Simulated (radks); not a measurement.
## Atomic calculation, with input and output: Re

System: atomic rhenium (Re) in the configuration [Xe] 4f14 5d5 6s2 (high spin).
Method: non-relativistic Kohn-Sham, exchange-only B88, spin-polarised, spherical densities, point nucleus (the in-house radial solver radks).

Results in brief:

```tsv
quantity	value
outcome	converged
total energy	−15785.0273 hartree
kinetic energy	15785.0273 hartree
electron–nucleus energy	−37596.0117 hartree
Hartree energy	6336.3888 hartree
exchange–correlation energy	−310.431747 hartree
radius at density 0.001 e/bohr³	4.89 bohr
SCF iterations	14
hardware	1 CPU thread, shared host
```

Notes:

Relativity is left out, which matters for an atom this heavy.

Input file:
```
Z 75
configuration [Xe] 4f14 5d5 6s2
relativity non-relativistic
functional b88,
spin polarised
nucleus point
```

Energies in input and log are in hartree, lengths in bohr.

Output:
```
1s      1   1.0000       -2409.63048970
2s      1   1.0000        -397.31113862
2p      1   3.0000        -381.09248836
3s      1   1.0000         -91.15654230
3p      1   3.0000         -83.61020037
3d      1   5.0000         -69.53425781
4s      1   1.0000         -18.43702351
4p      1   3.0000         -15.26366431
4d      1   5.0000          -9.46944333
4f      1   7.0000          -1.86803123
5s      1   1.0000          -2.56136853
5p      1   3.0000          -1.63159493
5d      1   5.0000          -0.26983949
6s      1   1.0000          -0.18142445
1s      2   1.0000       -2409.63064020
2s      2   1.0000        -397.30107781
2p      2   3.0000        -381.08492117
3s      2   1.0000         -91.15337482
3p      2   3.0000         -83.60685248
3d      2   5.0000         -69.52798232
4s      2   1.0000         -18.42916822
4p      2   3.0000         -15.25526845
4d      2   5.0000          -9.45900810
4f      2   7.0000          -1.84958489
5s      2   1.0000          -2.45576732
5p      2   3.0000          -1.51141034
5d      2   0.0000          -0.13590831
6s      2   1.0000          -0.12185976
Etot -15785.027290740116
Ekin 15785.02728925286
Encl -37596.0116754491
Eh 6336.388842233833
Exc -310.4317467777055
err 4.757579856613169e-09
it 14
```

Orbitals:

| orbital | occupation | energy (eV) | ⟨r⟩ (bohr) | outer maximum (bohr) |
| --- | --- | --- | --- | --- |
| 1s down | 1 | −65569.4 | 0.02020 | 0.0134 |
| 1s up | 1 | −65569.4 | 0.02020 | 0.0134 |
| 2s up | 1 | −10811.4 | 0.08527 | 0.0730 |
| 2s down | 1 | −10811.1 | 0.08527 | 0.0730 |
| 2p up | 3 | −10370.1 | 0.07211 | 0.0566 |
| 2p down | 3 | −10369.8 | 0.07211 | 0.0566 |
| 3s up | 1 | −2480.5 | 0.2163 | 0.200 |
| 3s down | 1 | −2480.4 | 0.2163 | 0.200 |
| 3p up | 3 | −2275.1 | 0.2064 | 0.189 |
| 3p down | 3 | −2275.1 | 0.2064 | 0.189 |
| 3d up | 5 | −1892.1 | 0.1809 | 0.149 |
| 3d down | 5 | −1892.0 | 0.1809 | 0.149 |
| 4s up | 1 | −501.697 | 0.4812 | 0.450 |
| 4s down | 1 | −501.483 | 0.4812 | 0.450 |
| 4p up | 3 | −415.345 | 0.4877 | 0.450 |
| 4p down | 3 | −415.117 | 0.4876 | 0.450 |
| 4d up | 5 | −257.677 | 0.5025 | 0.446 |
| 4d down | 5 | −257.393 | 0.5022 | 0.446 |
| 5s up | 1 | −69.698 | 1.142 | 1.03 |
| 5s down | 1 | −66.825 | 1.131 | 1.02 |
| 4f up | 7 | −50.832 | 0.5658 | 0.410 |
| 4f down | 7 | −50.330 | 0.5619 | 0.410 |
| 5p up | 3 | −44.398 | 1.260 | 1.11 |
| 5p down | 3 | −41.128 | 1.247 | 1.10 |
| 5d up | 5 | −7.343 | 1.837 | 1.41 |
| 6s up | 1 | −4.937 | 3.327 | 2.79 |
| 5d down | 0 | −3.698 | 1.974 | 1.39 |
| 6s down | 1 | −3.316 | 3.859 | 3.11 |

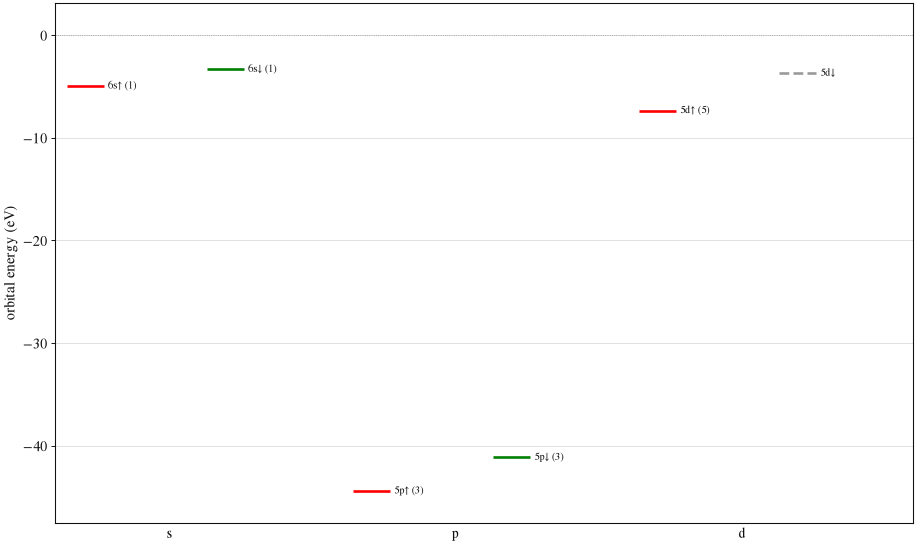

Figure 1. The outer levels are drawn by angular momentum (occupations in brackets, up spins at the left of each column and down spins at the right, empty levels dashed). The highest occupied level is 6s down at −3.32 eV. From the top down the occupied levels run 6s down (−3.32 eV), 6s up (−4.94 eV), 5d up (−7.34 eV), 5p down (−41.1 eV), 5p up (−44.4 eV). The lowest empty level drawn is 5d down at −3.70 eV, below the highest occupied one, so this filling isn't the aufbau one. The largest exchange splitting (down less up) among the shells drawn in both spins is that of 5d, 3.64 eV. The order isn't aufbau: the empty 5d down level lies under the highest occupied one.

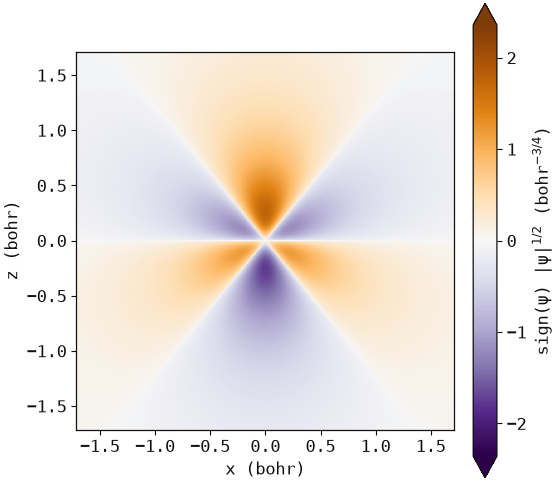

Figure 2. The 4f(z³) orbital of up spin. In the xz plane through the nucleus, the colour gives the signed square root of ψ. The radial function comes from the spherical calculation and is multiplied by a real spherical harmonic; the overall sign is chosen so that the largest lobe of P(r) is positive. It has the nodal plane xy and two cones about z and no radial node. The maximum of P² lies at 0.410 bohr, ⟨r⟩ = 0.566 bohr, 90 % of the charge lies within 0.926 bohr, and the eigenvalue is −50.8 eV, with 7 electrons in the shell for this spin.
